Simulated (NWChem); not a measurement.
# CH6BrNSi (SMILES C[SiH](N)Br): levels of theory compared

We compute a comparison of 4 runs (HF/STO-3G, HF/3-21G, B3LYP/6-31G*) of CH6BrNSi. 

The calculation is run with NWChem 7.3.0.

### Step 1. The system as given

CH6BrNSi: 10 atoms, total charge 0, spin state singlet. SMILES: `C[SiH](N)Br`. The coordinates come from a PBE0-D4/def2-TZVP relaxation. This is one conformer, not always the lowest.

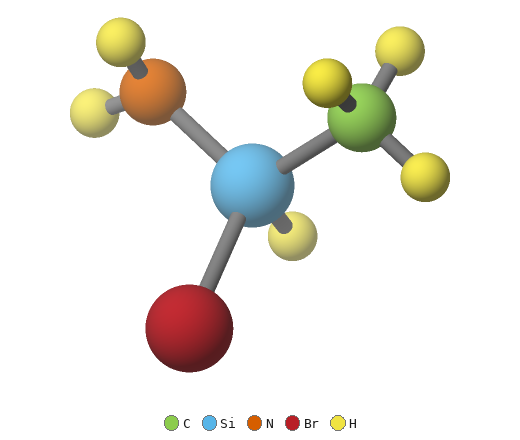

The structure, seen from a chosen angle (carbon green, silicon blue, nitrogen orange, bromine red, hydrogen yellow).

### Step 2. Energy and forces at HF/STO-3G (run 1)

Contents of ch6brnsi.nw:

```
start ch6brnsi
title "CH6BrNSi gradient"
memory total 2200 mb
geometry units angstroms noautosym nocenter noautoz
  C    -0.925600    0.999400   -0.347100
  Si   -0.120000   -0.618300    0.065500
  N     1.384300   -0.347800    0.823300
  Br    0.027900   -1.781000   -1.860100
  H    -0.295200    1.581700   -1.023600
  H    -1.092300    1.581400    0.562500
  H    -1.884000    0.834300   -0.842500
  H    -0.922000   -1.480500    0.962300
  H     2.038900    0.301900    0.415800
  H     1.871200   -1.122100    1.247000
end
basis spherical bse
  * library STO-3G
end
scf
  nopen 0
  rhf
  thresh 1e-08
  maxiter 80
  noprint "final vectors analysis"
end
task scf gradient
```

Launch:

```bash
nwchem ch6brnsi.nw > ch6brnsi.out
```

The log of the run:

```text
[...]
  functions       =    43
[...]
  wavefunction    = RHF
[...]
         Total SCF energy =  -2924.994395657324
      One-electron energy =  -4743.894291285596
      Two-electron energy =   1491.045126175277
 Nuclear repulsion energy =    327.854769452994
        Time for solution =      2.8s
[...]
                         RHF ENERGY GRADIENTS
    atom               coordinates                        gradient
                 x          y          z           x          y          z
   1 C      -1.749130   1.888592  -0.655924    0.002481  -0.006326   0.001205
   2 Si     -0.226767  -1.168418   0.123777    0.017633   0.029340  -0.004037
   3 N       2.615948  -0.657247   1.555811    0.009989  -0.003030  -0.001285
   4 Br      0.052723  -3.365602  -3.515079   -0.001620  -0.006825  -0.011333
   5 H      -0.557847   2.988980  -1.934324    0.006092   0.003403  -0.006560
   6 H      -2.064148   2.988413   1.062971   -0.000282   0.003218   0.008838
   7 H      -3.560244   1.576598  -1.592094   -0.006633  -0.003058  -0.004790
   8 H      -1.742327  -2.797739   1.818483   -0.014749  -0.019196   0.016642
   9 H       3.852962   0.570508   0.785748   -0.007139  -0.004280   0.003914
  10 H       3.536055  -2.120462   2.356488   -0.005771   0.006753  -0.002594
[...]
```

Run time: 5.1 s. Hardware: 1 thread of Intel Xeon 6975P-C (Granite Rapids), shared host; peak memory 0.097 GiB.

### Step 3. Energy and gradient at HF/3-21G (run 2)

Contents of run.py:

```python
from ase import Atoms
from ase.calculators.nwchem import NWChem

system = Atoms('CSiNBrHHHHHH', positions=[
    [-0.925600, 0.999400, -0.347100],
    [-0.120000, -0.618300, 0.065500],
    [1.384300, -0.347800, 0.823300],
    [0.027900, -1.781000, -1.860100],
    [-0.295200, 1.581700, -1.023600],
    [-1.092300, 1.581400, 0.562500],
    [-1.884000, 0.834300, -0.842500],
    [-0.922000, -1.480500, 0.962300],
    [2.038900, 0.301900, 0.415800],
    [1.871200, -1.122100, 1.247000],
])

calc = NWChem(
    label='mymol',
    theory='scf',
    memory='2200 mb',
    basis='3-21G',
    basispar='spherical bse',
    scf={'nopen': '0', 'rhf': None, 'thresh': '1e-08', 'maxiter': '80'},
)
system.calc = calc

forces = system.get_forces()
print("Total energy (eV):", round(system.get_potential_energy(), 6))
print("forces (eV/A):")
for s, f in zip(system.symbols, forces):
    print(f"{s:2s} {f[0]:10.5f} {f[1]:10.5f} {f[2]:10.5f}")
print("dipole (e A):", system.get_dipole_moment().round(4))
```

Launch:

```bash
export ASE_NWCHEM_COMMAND="nwchem PREFIX.nwi > PREFIX.nwo"
python run.py
```

The log of the run:

```text
Total energy (eV): -80078.050462
forces (eV/A):
C    -0.47689    0.77971   -0.24909
Si   -0.81494   -0.07251    1.26329
N     1.39385   -0.29717   -0.16429
Br    0.14172   -0.83900   -1.40115
H    -0.20425   -0.05893    0.17314
H     0.02895   -0.11256   -0.25644
H     0.20055    0.14933    0.12696
H    -0.01532    0.10341   -0.01358
H    -0.14393    0.09487    0.30473
H    -0.10968    0.25284    0.21644
dipole (e A): [0.2076 0.3551 0.3731]
```

The calculator wrote mymol.nwi:

```
title "mymol"

permanent_dir mymol

scratch_dir mymol

start mymol

geometry units angstrom nocenter noautosym noautoz
  C  -9.2559999999999998e-01 9.9939999999999996e-01 -3.4710000000000002e-01
  Si -1.2000000000000000e-01 -6.1829999999999996e-01 6.5500000000000003e-02
  N  1.3843000000000001e+00 -3.4780000000000000e-01 8.2330000000000003e-01
  Br 2.7900000000000001e-02 -1.7809999999999999e+00 -1.8601000000000001e+00
  H  -2.9520000000000002e-01 1.5817000000000001e+00 -1.0236000000000001e+00
  H  -1.0923000000000000e+00 1.5813999999999999e+00 5.6250000000000000e-01
  H  -1.8839999999999999e+00 8.3430000000000004e-01 -8.4250000000000003e-01
  H  -9.2200000000000004e-01 -1.4804999999999999e+00 9.6230000000000004e-01
  H  2.0388999999999999e+00 3.0190000000000000e-01 4.1580000000000000e-01
  H  1.8712000000000000e+00 -1.1221000000000001e+00 1.2470000000000001e+00
end

memory 2200 mb

basis spherical bse noprint
   * library 3-21G
end

scf
  nopen 0
  rhf
  thresh 1e-08
  maxiter 80
end

task scf gradient
```

mymol.nwo:

```text
Northwest Computational Chemistry Package (NWChem) 7.3.0
             --------------------------------------------------------

           Job information
           ---------------

    nwchem branch   = 7.3.0
    use scalapack   = T
    input           = mymol.nwi
    prefix          = mymol.
    data base       = mymol/mymol.db
    status          = startup
    nproc           =        1

           Memory information
           ------------------

[... 5 lines left out ...]
    hardfail = no
[... 140 lines left out ...]
         Quadratically convergent ROHF
[... 14 lines left out ...]
       Final RHF  results
[... 4 lines left out ...]
      Two-electron energy =   1481.602437232666
[... 53 lines left out ...]
                       ROHF Final Molecular Orbital Analysis
[... 243 lines left out ...]
                 ----------------------------------------
                 |  Time  |  1-e(secs)   |  2-e(secs)   |
                 ----------------------------------------
                 |  CPU   |       0.00   |       1.77   |
                 ----------------------------------------
                 |  WALL  |       0.00   |       1.77   |
                 ----------------------------------------

 Task  times  cpu:        5.2s     wall:        5.2s
 Total times  cpu:        5.2s     wall:        5.2s
```

Run time: 6.6 s. Hardware: 1 thread of Intel Xeon 6975P-C (Granite Rapids), shared host; peak memory 0.096 GiB.

### Step 4. Energy and forces at B3LYP/6-31G(d) (spherical functions) (run 3)

Contents of ch6brnsi.nw:

```
start ch6brnsi
memory 2200 mb

geometry units angstroms noautosym nocenter noautoz
 C    -0.925600    0.999400   -0.347100
 Si   -0.120000   -0.618300    0.065500
 N     1.384300   -0.347800    0.823300
 Br    0.027900   -1.781000   -1.860100
 H    -0.295200    1.581700   -1.023600
 H    -1.092300    1.581400    0.562500
 H    -1.884000    0.834300   -0.842500
 H    -0.922000   -1.480500    0.962300
 H     2.038900    0.301900    0.415800
 H     1.871200   -1.122100    1.247000
end

basis spherical bse
 * library 6-31G*
end

dft
 xc b3lyp
 grid fine
 convergence energy 1e-08
 maxiter 100
 mulliken
end

task dft gradient
```

Launch:

```bash
nwchem ch6brnsi.nw > ch6brnsi.out
```

The log of the run:

```text
[...]
          Wavefunction type:  closed shell.
          No. of atoms     :    10
          No. of electrons :    68
[...]
          Charge           :     0
          Spin multiplicity:     1
[...]
          AO basis - number of functions:    90
[...]
              XC Information
              --------------
                         B3LYP Method XC Potential
                     Hartree-Fock (Exact) Exchange  0.200
                        Slater Exchange Functional  0.800 local
                    Becke 1988 Exchange Functional  0.720 non-local
              Lee-Yang-Parr Correlation Functional  0.810
                  VWN I RPA Correlation Functional  0.190 local
[...]
 d= 0,ls=0.0,diis     1  -2959.8674032982 -3.29D+03  1.01D-02  4.90D-01     2.8
[...]
 d= 0,ls=0.0,diis    10  -2959.9216704685 -5.32D-11  5.17D-08  3.33D-11    20.8
         Total DFT energy =    -2959.921670468500
      One electron energy =    -4766.571423556411
           Coulomb energy =     1605.772919802362
    Exchange-Corr. energy =     -126.977936167445
 Nuclear repulsion energy =      327.854769452994
[...]
  wavefunction    = closed shell
[...]
```

Run time: 33 s. Hardware: 1 thread of Intel Xeon 6975P-C (Granite Rapids), shared host; peak memory 0.12 GiB.

### Step 5. Energy and gradient at B3LYP/6-31G(d) (Cartesian functions) (run 4)

Contents of geom.xyz:

```xyz
10
CH6BrNSi gradient
C     -0.925600     0.999400    -0.347100
Si    -0.120000    -0.618300     0.065500
N      1.384300    -0.347800     0.823300
Br     0.027900    -1.781000    -1.860100
H     -0.295200     1.581700    -1.023600
H     -1.092300     1.581400     0.562500
H     -1.884000     0.834300    -0.842500
H     -0.922000    -1.480500     0.962300
H      2.038900     0.301900     0.415800
H      1.871200    -1.122100     1.247000
```

Contents of geom.nw:

```
start geom
title "CH6BrNSi gradient"
memory 2200 mb

geometry units angstroms noautosym nocenter noautoz
  load geom.xyz
end

basis
  C library 6-31G*
  Si library 6-31G*
  N library 6-31G*
  Br library 6-31G*
  H library 6-31G*
end

dft
  xc b3lyp
  grid fine
  convergence energy 1e-08
  iterations 100
  mulliken
end

task dft gradient
```

Launch:

```bash
nwchem geom.nw > geom.out
```

The log of the run:

```text
[...]
          Wavefunction type:  closed shell.
          No. of atoms     :    10
          No. of electrons :    68
[...]
          Charge           :     0
          Spin multiplicity:     1
[...]
          AO basis - number of functions:    96
[...]
              XC Information
              --------------
                         B3LYP Method XC Potential
                     Hartree-Fock (Exact) Exchange  0.200
                        Slater Exchange Functional  0.800 local
                    Becke 1988 Exchange Functional  0.720 non-local
              Lee-Yang-Parr Correlation Functional  0.810
                  VWN I RPA Correlation Functional  0.190 local
[...]
 d= 0,ls=0.0,diis     1  -2959.8756518504 -3.29D+03  1.07D-02  1.73D+00     3.0
[...]
 d= 0,ls=0.0,diis    10  -2959.9338423466 -1.37D-10  9.01D-08  7.23D-11    22.3
         Total DFT energy =    -2959.933842346579
      One electron energy =    -4766.411335396991
           Coulomb energy =     1605.529529249169
    Exchange-Corr. energy =     -126.906805651752
 Nuclear repulsion energy =      327.854769452994
[...]
  wavefunction    = closed shell
[...]
```

Run time: 34 s. Hardware: 1 thread of Intel Xeon 6975P-C (Granite Rapids), shared host; peak memory 0.12 GiB.

### Step 6. The series

| run | level | iteration cap | module | energy (Eh) | dipole moment (D) | largest force (eV/Å) | wall time |
| --- | --- | --- | --- | --- | --- | --- | --- |
| 1 | HF/STO-3G | 80 | scf | -2924.994396 | 2.20 | 1.772 | 5.1 s |
| 2 | HF/3-21G | 80 | scf | -2942.814100 | 2.67 | 1.639 | 6.6 s |
| 3 | B3LYP/6-31G* (spherical functions) | 100 | dft | -2959.921670 | 2.50 | 0.462 | 33 s |
| 4 | B3LYP/6-31G* (Cartesian functions) | 100 | dft | -2959.933842 | 2.48 | 0.482 | 34 s |

### Step 7. Results

| quantity | value |
| --- | --- |
| run 4: total energy | -2959.93384 Eh |
| run 4: dipole moment | 2.48 D |
| run 4: HOMO energy | -7.23 eV |
| run 4: LUMO energy | 0.99 eV |
| run 4: HOMO–LUMO gap | 8.22 eV |
| run 4: largest force on an atom | 0.482 eV/Å |

The dipole moment (its size) runs from 2.20 D (HF/STO-3G) to 2.67 D (HF/3-21G). Over runs 2, 3, 4 the HOMO–LUMO gap runs from 8.22 eV (B3LYP/6-31G*) to 15.68 eV (HF/3-21G). The two ends differ in method and basis. In run 1 the basis is minimal, so the values are rough. All runs together took 79 s, the longest 34 s.
